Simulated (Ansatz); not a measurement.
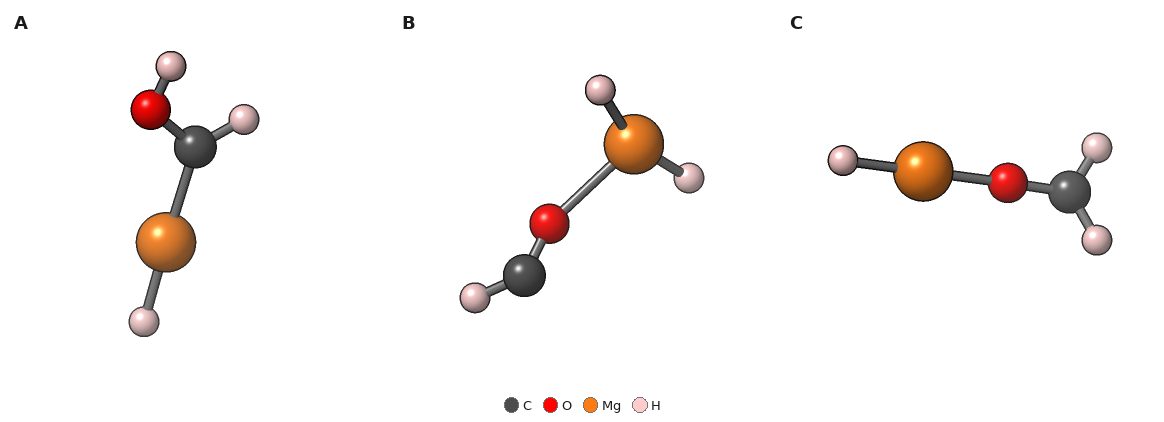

3 stationary structures of one formula. The species is neutral and a spin doublet. Geometries: PBE0-D4/def2-TZVP. Electronic energies: UHF-CCSD(T) (frozen core)/def2-TZVPP (Ansatz 0.2.0), without zero-point energy. No frequency run is at hand to confirm each as a minimum.

> Rank them by energy, lowest first.

C is lowest; A lies 29.4 kcal/mol above it (Cs), B lies 41.0 kcal/mol above it (Cs).
